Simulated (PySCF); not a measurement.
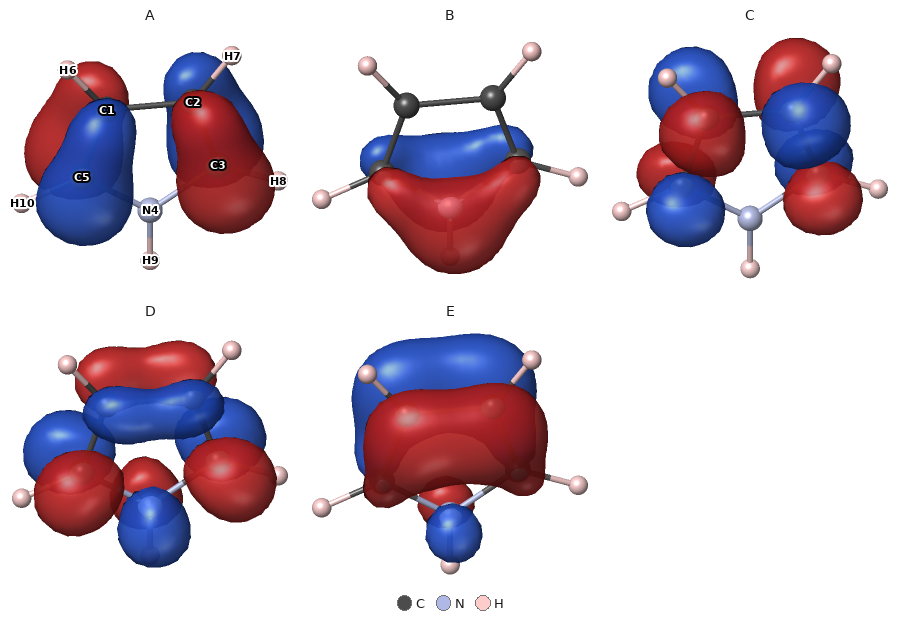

*C$_{4}$H$_{5}$N, SMILES `c1cc[nH]c1`. Natural orbitals of the π active space, CASSCF(6,5), singlet state, in random order.*

Level of theory: def2-SVP basis (PySCF), at a geometry from GFN2-xTB. No frequency check shows the geometry to be a minimum.

Input

```python
import numpy as np
from pyscf import gto, scf, dft, mcscf, mrpt
from pyscf.mcscf import avas

def solve(mol, dm0=None, hcore=None):
    mf = scf.ROHF(mol) if mol.spin else scf.RHF(mol)
    mf = mf.density_fit(auxbasis='def2-universal-jkfit')
    mf.conv_tol, mf.max_cycle = 1e-8, 80
    if hcore is not None:
        mf.get_hcore = lambda *args: hcore
    mf.kernel(dm0)
    if not mf.converged:
        mf = mf.newton().run(mf.mo_coeff, mf.mo_occ, max_cycle=30)
    assert mf.converged, 'SCF not converged'
    return mf

mol = gto.M(atom='''
C     -0.97474    -0.70671     0.00000
C     -0.97781     0.70254     0.00000
C      0.32748     1.10913     0.00000
N      1.11535     0.00230     0.00000
C      0.33230    -1.10762     0.00000
H     -1.83601    -1.34498     0.00000
H     -1.84185     1.33705     0.00000
H      0.74825     2.09540     0.00000
H      2.12135     0.00448     0.00000
H      0.75737    -2.09204     0.00000
''', basis='def2-svp', charge=0, spin=0, verbose=4)
mf = solve(mol)
ncas, nel, orbs = avas.avas(mf, ['C 2pz', 'N 2pz'], threshold=0.5, openshell_option=3)
print('active space', nel, ncas)
assert 2 <= ncas <= 10, 'active space too large or empty'
mc = mcscf.CASSCF(mf, ncas, nel)
mc.natorb, mc.max_cycle_macro = True, 60
mc.fix_spin_(ss=mol.spin / 2 * (mol.spin / 2 + 1))
mc.kernel(orbs)
occ = mc.mo_occ[mc.ncore:mc.ncore + ncas]
print('natural occupations', occ.round(4))
e2 = mrpt.NEVPT(mc).kernel()
out = dict(c=mc.mo_coeff[:, mc.ncore:mc.ncore + ncas], occ=occ, e=mc.e_tot, e2=e2, ehf=mf.e_tot, ok=mc.converged, nel=nel, w0=abs(mc.ci).max() ** 2, dm=mc.make_rdm1())
# the other spin state at the same geometry
other = mol.copy().set(spin=2).build()
mo = scf.ROHF(other).density_fit(auxbasis='def2-universal-jkfit').run()
na = (nel + other.spin) // 2
m2 = mcscf.CASSCF(mo, ncas, (na, nel - na))
m2.natorb = True
m2.fix_spin_(ss=other.spin / 2 * (other.spin / 2 + 1))
m2.kernel(mc.mo_coeff)
e2o = mrpt.NEVPT(m2).kernel()
print('other state above this one / eV: CASSCF', (m2.e_tot - mc.e_tot) * 27.211386, 'NEVPT2', (m2.e_tot + e2o - mc.e_tot - e2) * 27.211386)
np.savez('result.npz', eo=m2.e_tot, e2o=e2o, oko=m2.converged, occo=m2.mo_occ[mc.ncore:mc.ncore + ncas], co=m2.mo_coeff[:, mc.ncore:mc.ncore + ncas], **out)
```

Command:

```sh
OMP_NUM_THREADS=1 python input.py
```

The run took 23 s on 1 thread of Arm Neoverse V2, with other jobs on the host, peak memory 0.24 GiB.

Which orbitals are strongly, which singly and which weakly occupied?

Answer. Strongly: B (1.99), E (1.95), A (1.93). Weakly: D (0.08), C (0.06). Broadly, orbitals with more nodes between bonded atoms hold fewer electrons.

How multiconfigurational is the state?

Answer. The leading determinant weighs 0.94; the effective number of unpaired electrons, Σ n²(2−n)², is 0.06; the most occupied of the weakly occupied orbitals holds 0.08 e, as in an ordinary closed-shell π system. The active space lowers the energy by 1.34 eV against Hartree–Fock.

Where does the lowest triplet lie relative to the singlet, at this geometry and within this active space?

Answer. 4.99 eV above it by strongly contracted NEVPT2 (+4.47 eV by CASSCF); a small basis tends to put such gaps a few tenths of an eV too high. This is a vertical energy for π states alone; a state that uses lone pairs or σ orbitals may lie lower.
